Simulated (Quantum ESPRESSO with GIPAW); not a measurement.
# 1H assignment in CaH12Cl2O6 (Antarcticite)

The values are calculated: DFT, PBEsol, plane-wave PAW (pslibrary 1.0.0 recipes), scalar-relativistic, GIPAW shieldings (Quantum ESPRESSO with GIPAW, a patched development version). Reference lines, from the same functional and files: 1H: δ = (29.71 − σ) / 1.204, zero at TMS, fitted to 11 measured values, from Ca(BH4)2, Ca(OH)2, CsH2PO4, LiBH4, LiH, MgH2, NaH, NaOH and NH4H2PO4, with a scatter of 0.61 ppm r.m.s., with σ taken with the shape term of a sphere (8.1 ppm here). Kinds of site that fitted badly were split off after the misses were seen, so the scatter is that of the points kept. Spans are on the shift scale.

```cif
data_structure
_symmetry_space_group_name_H-M 'P 1'
_symmetry_Int_Tables_number 1
_cell_length_a 7.8760
_cell_length_b 7.8760
_cell_length_c 3.9540
_cell_angle_alpha 90.000
_cell_angle_beta 90.000
_cell_angle_gamma 120.000
_cell_volume 212.41
loop_
_atom_site_label
_atom_site_type_symbol
_atom_site_fract_x
_atom_site_fract_y
_atom_site_fract_z
_atom_site_occupancy
Ca1 Ca 0.00000 0.00000 0.00000 1
Cl2 Cl 0.33333 0.66667 0.61181 1
Cl3 Cl 0.66667 0.33333 0.38819 1
O4 O 0.69204 0.69204 0.00000 1
O5 O 0.00000 0.30796 0.00000 1
O6 O 0.30796 0.00000 0.00000 1
O7 O 0.21232 0.21232 0.50000 1
O8 O 0.00000 0.78768 0.50000 1
O9 O 0.78768 0.00000 0.50000 1
H10 H 0.56623 0.66810 0.90154 1
H11 H 0.33190 0.89813 0.90154 1
H12 H 0.10187 0.43377 0.90154 1
H13 H 0.66810 0.56623 0.09846 1
H14 H 0.89813 0.33190 0.09846 1
H15 H 0.43377 0.10187 0.09846 1
H16 H 0.23139 0.34616 0.48229 1
H17 H 0.65384 0.88522 0.48229 1
H18 H 0.11478 0.76861 0.48229 1
H19 H 0.34616 0.23139 0.51771 1
H20 H 0.88522 0.65384 0.51771 1
H21 H 0.76861 0.11478 0.51771 1
```

The cell is an entry of the Crystallography Open Database; it need not be the form that is stable at ambient conditions. The coordinates shown are those after relaxation (atoms relaxed).

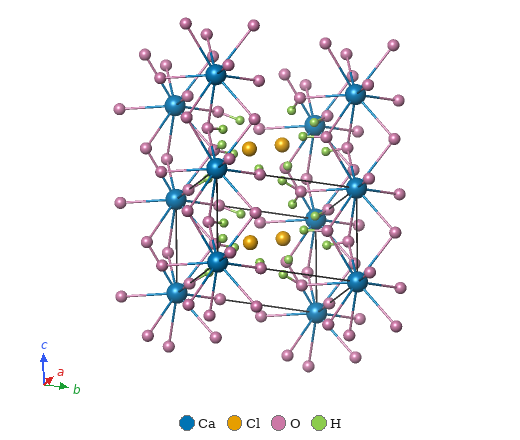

The structure (calcium blue, chlorine orange, oxygen pink, hydrogen green). 1×1×2 cells are drawn. Some periodic images of atoms are drawn too.

The H sites:

```csv
site,atom no.,atoms in cell,site symmetry,surroundings,bonds (Å)
H(1),10,6,1,"bound to O, H bond to Cl at 2.16 Å",0.991
H(2),16,6,1,"bound to O, H bond to Cl at 2.29 Å",0.990
```

The lines, in order of position:

```csv
line,δ_iso (ppm),relative area,span (ppm),skew
A,4.39,1,23.86,0.84
B,3.83,1,19.92,0.85
```

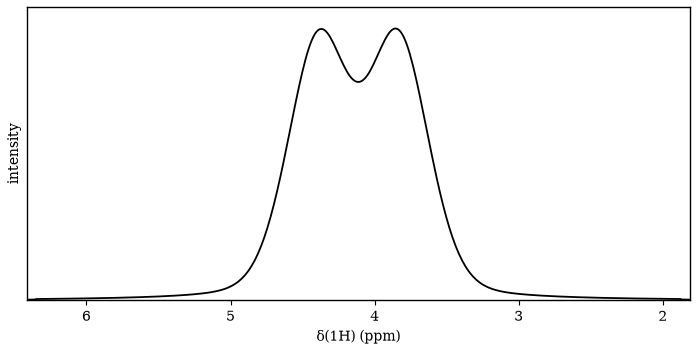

Simulated spectrum: 1H MAS at 62.5 kHz, 18.8 T (800.5 MHz), lines broadened by 0.5 ppm; rigid lattice, with dipolar and J couplings left out. Lines over 1.5 % of the strongest (ppm: area): 4.39: 1.00, 3.83: 1.00.

Assign each line to a crystallographic site.

The calculated assignment is A is H(1) (bound to O, H bond to Cl at 2.16 Å); B is H(2) (bound to O, H bond to Cl at 2.29 Å). The shorter the hydrogen bond, the less shielded the proton, as is usual.

[Banner, clock, file and message-heading lines were taken out of the pw.x and gipaw.x logs.]

[Logs are printed without paths, hosts, clocks, repeated set-up lines and the standing remarks that a program may print on its own settings, such as how far it seeks lower states.]

[Hosts, paths, dates, database ids (printed as entryN), source tags and the programs' standing remarks are cut or masked in the printed files.]
